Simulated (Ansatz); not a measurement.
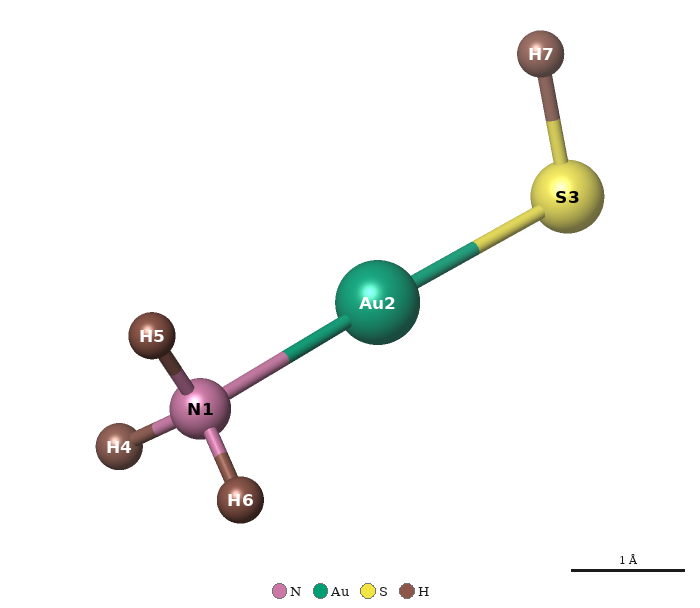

Simulated data, not a measurement (program: Ansatz).

Charge 0, singlet. Geometry: moved along internal coordinates away from the minimum.

Which atoms are bonded, and how long are the bonds?

| bond | length (Å) |
| --- | --- |
| N1–Au2 | 2.126 |
| N1–H4 | 1.014 |
| N1–H5 | 1.014 |
| N1–H6 | 1.040 |
| Au2–S3 | 2.250 |
| S3–H7 | 1.345 |
